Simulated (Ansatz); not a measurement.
**FH5O2SiSn: basis-set convergence**

How large a basis does FH5O2SiSn need? Two functionals are run in growing sets.

The runs use Ansatz 0.2.0, Gaussian basis; one geometry, several basis sets.

Plan: PBE0-D4/def2-SVP; ωB97M-V/def2-SVP; PBE0-D4/def2-QZVPP; ωB97M-V/def2-QZVPP; the functionals' def2-TZVPP values are taken from earlier runs.

### 1 The geometry

An earlier PBE0-D4 in a triple-zeta def2 set relaxation fixed the geometry. Sn takes the def2 core potential; no spin-orbit term is included.

SMILES `O[SiH](F)[O][SnH3]`, 10 atoms, charge 0, spin multiplicity 1.

Atoms are counted from 1 here; the program's logs count them from 0.

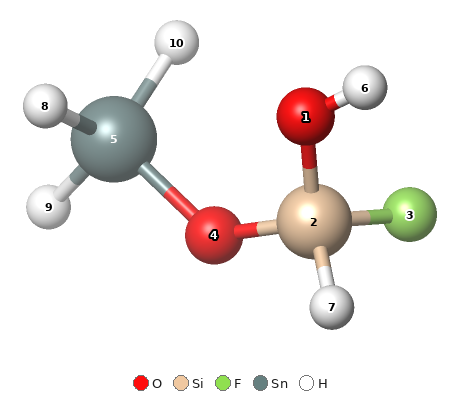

The geometry (oxygen red, silicon light orange, fluorine green, tin teal, hydrogen white); atoms are numbered from 1 in the order of the file.

### 2 PBE0-D4 in def2-SVP

Contents of in.yaml:

```yaml
crystal:
  periodic: [false, false, false]
  atoms:
    - {symbol: O, position_ang: [0.788810, 0.591988, -1.522170]}
    - {symbol: Si, position_ang: [-0.127446, -0.730194, -1.214117]}
    - {symbol: F, position_ang: [-1.560478, -0.495336, -1.879519]}
    - {symbol: O, position_ang: [-0.233808, -0.889637, 0.373687]}
    - {symbol: Sn, position_ang: [-0.020945, 0.402778, 1.854881]}
    - {symbol: H, position_ang: [0.759737, 0.976122, -2.399108]}
    - {symbol: H, position_ang: [0.411297, -1.953059, -1.834546]}
    - {symbol: H, position_ang: [1.649772, 0.681812, 2.004726]}
    - {symbol: H, position_ang: [-0.680221, -0.431924, 3.180978]}
    - {symbol: H, position_ang: [-0.903619, 1.796349, 1.438087]}
basis:
  gaussian: {orbitals: def2-SVP}
hamiltonian: {xc: pbe0, dispersion: d4}
output: {orbitals: {seedname: orbitals}}
```

On the command line:

```
$ ansatz run in.yaml --threads 4 --pin off --events-out ev --progress --plain --max-ram 10444MiB
```

The program printed:

```text
Functional definition: PBE0
  name "PBE0"
  cite "Adamo & Barone, J. Chem. Phys. 110, 6158 (1999) doi:10.1063/1.478522"
  cite "Perdew, Burke & Ernzerhof, Phys. Rev. Lett. 77, 3865 (1996) doi:10.1103/PhysRevLett.77.3865"
  parent pbe
  parameter a = 0.25
  parameter kappa = 0.804
  parameter beta = 0.06672455060314922
  exchange = (1 - a)*pbe_x(kappa = kappa, mu = beta*pi^2/3) + a*exact_x
  correlation = pbe_c(beta = beta)
1146 factors; integrals over basis functions are off by at most 9.1e-4 eV
mean field evaluation 1: about -20579.0499 eV, gradient 6.9e1 eV
mean field evaluation 2: about -20564.8346 eV, gradient 1.1e2 eV
mean field evaluation 4: about -20587.0084 eV, gradient 5.4e0 eV
mean field evaluation 8: about -20587.1358 eV, gradient 3.2e-1 eV
mean field evaluation 16: about -20587.1360 eV, gradient 1.1e-5 eV
mean field -20587.13597124 eV, -756.5632924811 hartree, gradient 1.1e-5 eV, S^2 0.000000; 0 other end points of the search recorded, 0 dependent functions left out
reference -20587.13600489 eV, -756.5632937179 hartree; 33, 33 occupied and 78, 78 virtual orbitals, 1146 factors
Total energy: -20587.33232590 eV, -756.5705083820 hartree
```

Wall time 1.1 s (4 threads of Intel Xeon 6975P-C, shared host); peak memory 0.25 GiB.

### 3 ωB97M-V in def2-SVP

Changes to in.yaml since step 2:

```diff
@@ -15,3 +15,3 @@
   gaussian: {orbitals: def2-SVP}
-hamiltonian: {xc: pbe0, dispersion: d4}
+hamiltonian: {xc: {name: wB97M-V}}
 output: {orbitals: {seedname: orbitals}}
```

Launched as before.

The program printed, shortened:

```text
Functional definition: wB97M-V
  name "wB97M-V"
  cite "Mardirossian & Head-Gordon, J. Chem. Phys. 144, 214110 (2016) doi:10.1063/1.4952647"
  cite "Becke, J. Chem. Phys. 107, 8554 (1997) doi:10.1063/1.475007"
  cite "Vydrov & Van Voorhis, J. Chem. Phys. 133, 244103 (2010) doi:10.1063/1.3521275"
  # Of w^i u^j: cxij and so on, Table III.
[...]
  gx(w, u) = 1 - cx + cx01*u + cx10*w
  gss(w, u) = css00 + css04*u^4 + css10*w + css20*w^2 + css43*w^4*u^3
  gos(w, u) = cos00 + cos10*w + (cos20 + cos21*u)*w^2 + (cos60 + cos61*u)*w^6
[...]
      + integral(e_c_pw_mod_opposite_spin*gos(b97_w_opposite, b97_u_opposite)) + vv10(b, c)
1146 factors; integrals over basis functions are off by at most 9.1e-4 eV
319 factors; integrals over basis functions are off by at most 6.3e-6 eV
[...]
mean field -20593.43406353 eV, -756.7947431036 hartree, gradient 2.2e-5 eV, S^2 0.000000; 0 other end points of the search recorded, 0 dependent functions left out
reference -20593.43411532 eV, -756.7947450072 hartree; 33, 33 occupied and 78, 78 virtual orbitals, 1146 factors
Total energy: -20593.43411532 eV, -756.7947450072 hartree
```

Wall time 3.3 s (4 threads of Intel Xeon 6975P-C, shared host); peak memory 0.38 GiB.

### 4 PBE0-D4 in def2-QZVPP

Changes to in.yaml since step 3:

```diff
@@ -14,4 +14,4 @@
 basis:
-  gaussian: {orbitals: def2-SVP}
-hamiltonian: {xc: {name: wB97M-V}}
+  gaussian: {orbitals: "def2-QZVPP.json"}
+hamiltonian: {xc: pbe0, dispersion: d4}
 output: {orbitals: {seedname: orbitals}}
```

The command is unchanged.

The program printed:

```text
Functional definition: PBE0
  name "PBE0"
  cite "Adamo & Barone, J. Chem. Phys. 110, 6158 (1999) doi:10.1063/1.478522"
  cite "Perdew, Burke & Ernzerhof, Phys. Rev. Lett. 77, 3865 (1996) doi:10.1103/PhysRevLett.77.3865"
  parent pbe
  parameter a = 0.25
  parameter kappa = 0.804
  parameter beta = 0.06672455060314922
  exchange = (1 - a)*pbe_x(kappa = kappa, mu = beta*pi^2/3) + a*exact_x
  correlation = pbe_c(beta = beta)
1703 factors; their error is unknown
mean field evaluation 1: about -20590.1540 eV, gradient 8.1e1 eV
mean field evaluation 2: about -20567.5076 eV, gradient 1.4e2 eV
mean field evaluation 4: about -20599.9020 eV, gradient 9.5e0 eV
mean field evaluation 8: about -20600.0265 eV, gradient 2.5e-1 eV
mean field evaluation 16: about -20600.1002 eV, gradient 1.3e-4 eV
mean field -20600.10015523 eV, -757.0397174552 hartree, gradient 1.7e-5 eV, S^2 0.000000; 0 other end points of the search recorded, 0 dependent functions left out
reference -20600.10019918 eV, -757.0397190704 hartree; 33, 33 occupied and 440, 440 virtual orbitals, 1703 factors
Total energy: -20600.29652019 eV, -757.0469337344 hartree
```

Wall time 6.5 s (4 threads of Intel Xeon 6975P-C, shared host); peak memory 1.9 GiB.

### 5 ωB97M-V in def2-QZVPP

Changes to in.yaml since step 4:

```diff
@@ -15,3 +15,3 @@
   gaussian: {orbitals: "def2-QZVPP.json"}
-hamiltonian: {xc: pbe0, dispersion: d4}
+hamiltonian: {xc: {name: wB97M-V}}
 output: {orbitals: {seedname: orbitals}}
```

Same command.

The program printed, shortened:

```text
Functional definition: wB97M-V
  name "wB97M-V"
  cite "Mardirossian & Head-Gordon, J. Chem. Phys. 144, 214110 (2016) doi:10.1063/1.4952647"
  cite "Becke, J. Chem. Phys. 107, 8554 (1997) doi:10.1063/1.475007"
  cite "Vydrov & Van Voorhis, J. Chem. Phys. 133, 244103 (2010) doi:10.1063/1.3521275"
  # Of w^i u^j: cxij and so on, Table III.
[...]
  gx(w, u) = 1 - cx + cx01*u + cx10*w
  gss(w, u) = css00 + css04*u^4 + css10*w + css20*w^2 + css43*w^4*u^3
  gos(w, u) = cos00 + cos10*w + (cos20 + cos21*u)*w^2 + (cos60 + cos61*u)*w^6
[...]
      + integral(e_c_pw_mod_opposite_spin*gos(b97_w_opposite, b97_u_opposite)) + vv10(b, c)
1666 factors; their error is unknown
385 factors; integrals over basis functions are off by at most 8.7e-6 eV
[...]
mean field -20606.56340967 eV, -757.2772376750 hartree, gradient 5.0e-5 eV, S^2 0.000000; 0 other end points of the search recorded, 0 dependent functions left out
reference -20606.56348253 eV, -757.2772403524 hartree; 33, 33 occupied and 440, 440 virtual orbitals, 1666 factors
Total energy: -20606.56348253 eV, -757.2772403524 hartree
```

Wall time 13 s (4 threads of Intel Xeon 6975P-C, shared host); peak memory 2.2 GiB.

### 6 Density functionals: the series

The def2-TZVPP values come from earlier runs at the same geometry.

| functional | basis | functions | energy (eV) | from the largest (eV) | HOMO (eV) | LUMO (eV) |
| --- | --- | --- | --- | --- | --- | --- |
| PBE0-D4 | def2-SVP | 111 | -20587.3323 | 12.964 | -8.71 | -0.29 |
| PBE0-D4 | def2-TZVPP | 255 | -20599.5342 | 0.762 | -8.86 | -0.62 |
| PBE0-D4 | def2-QZVPP | 473 | -20600.2965 | 0.000 | -8.89 | -0.68 |
| ωB97M-V | def2-SVP | 111 | -20593.4341 | 13.129 | -10.96 | 1.46 |
| ωB97M-V | def2-TZVPP | 255 | -20605.8481 | 0.715 | -11.15 | 0.87 |
| ωB97M-V | def2-QZVPP | 473 | -20606.5635 | 0.000 | -11.18 | 0.65 |

### 7 Results

| quantity | value |
| --- | --- |
| PBE0-D4: double and triple zeta above quadruple | 12.96, 0.76 eV |
| ωB97M-V: double and triple zeta above quadruple | 13.13, 0.72 eV |

For PBE0-D4 the step from double to triple zeta gains 12.20 eV and the next only 0.76 eV. These are total energies; as a rule much of such shifts cancels in differences, which this series doesn't test. The LUMO of ωB97M-V is positive and keeps falling with the basis (1.46 to 0.65 eV): an unbound level that the basis holds in place.

For PBE0-D4 the largest set took about 6 times as long as the smallest (6.5 s against 1.1 s).
